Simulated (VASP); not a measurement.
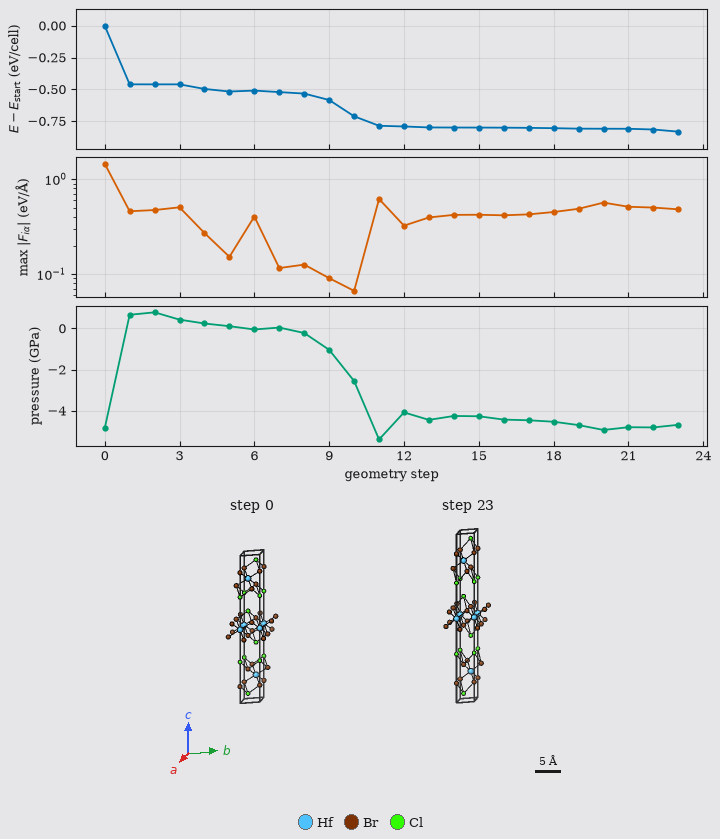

First and last geometry of a relaxation of crystalline HfBr₂Cl₂ (a generated structure, set up in R-3m), with the history of the run. The picture is a ball-and-stick view of the conventional cell (3 times the calculation's cell), seen slightly off an axis. Lengths and directions refer to the drawn axes.

The run lets cell and atoms move.

All numbers below come from Kohn-Sham DFT of a periodic cell, PBE, VASP PAW PBE potentials, recommended in VASP.

Input
```
PREC     = Normal         # precision mode
ENCUT    = 520            # plane-wave cutoff, eV
EDIFF    = 1E-4           # SCF threshold, eV
ISMEAR   = 0              # smearing method
SIGMA    = 0.15           # smearing width, eV
LREAL    = F              # projectors in reciprocal space
LASPH    = T              # aspherical terms in the spheres
NELM     = 60             # most SCF steps
ALGO     = Fast           # electronic algorithm
ISIF     = 3              # what is computed and relaxed
LWAVE    = F              # write WAVECAR
LCHARG   = F              # write CHGCAR
GGA      = PE             # functional
IBRION   = 2              # ionic algorithm
NSW      = 24             # ionic steps
EDIFFG   = -0.08          # ionic threshold
```

Launched with:
```bash
cat potpaw_PBE.64/Hf_pv/POTCAR potpaw_PBE.64/Br/POTCAR potpaw_PBE.64/Cl/POTCAR > POTCAR
mpirun -np 1 vasp_std > vasp.out
```

### Did the run converge, and what did it change?

The relaxation stopped without meeting its thresholds, so the last structure isn't shown to be converged. The largest moves relative to the cell, 0.30 Å, are those of Cl atoms. By element the largest moves are Cl 0.30 Å, Br 0.10 Å. Hf stays in place. The volume changes by −8.3 %, with a = b 4.199 → 3.760 Å (−10.5 %), c 30.626 → 35.018 Å (+14.3 %). Some distances before and after: Br–Cl 3.056 → 3.330 Å, Br–Hf 2.913 → 2.786 Å. Among the angles between lasting bonds that change: Br–Hf–Br 87.8° → 95.1°, Br–Hf–Br 92.2° → 84.9°, Hf–Br–Hf 92.2° → 84.9°. The space group stays R-3m (No. 166). After 23 geometry steps the energy has fallen by 0.833 eV per cell of the calculation. The largest force component goes from 1.5 to 0.48 eV/Å. Pressure: −4.85 GPa at the start and −4.68 GPa at the end. It ran on 1 thread of Intel(R) Xeon(R) Platinum 8375C CPU @ 2.90GHz (Ice Lake), on a shared host.

```tsv
step	E − E(0), meV/atom	largest force component, eV/Å	pressure, GPa	volume, Å³/atom
0	0.00	1.4543	-4.85	31.174
1	-92.17	0.4593	0.66	27.104
2	-92.21	0.4729	0.78	27.144
3	-92.19	0.5054	0.43	27.250
4	-99.38	0.2709	0.24	27.438
5	-103.47	0.1521	0.11	27.635
6	-101.99	0.4040	-0.05	28.030
7	-104.37	0.1158	0.04	27.783
8	-106.68	0.1259	-0.22	27.857
9	-116.78	0.0907	-1.04	28.063
10	-142.40	0.0666	-2.56	28.405
11	-157.29	0.6182	-5.40	28.821
12	-158.38	0.3238	-4.08	28.651
13	-159.92	0.3951	-4.44	28.700
14	-160.05	0.4207	-4.25	28.701
15	-160.13	0.4219	-4.27	28.702
16	-160.26	0.4162	-4.43	28.703
17	-160.56	0.4258	-4.46	28.705
18	-161.08	0.4508	-4.54	28.709
19	-161.81	0.4875	-4.70	28.716
20	-161.94	0.5663	-4.94	28.722
21	-162.01	0.5120	-4.80	28.718
22	-163.16	0.5022	-4.81	28.683
23	-166.54	0.4813	-4.68	28.578
```
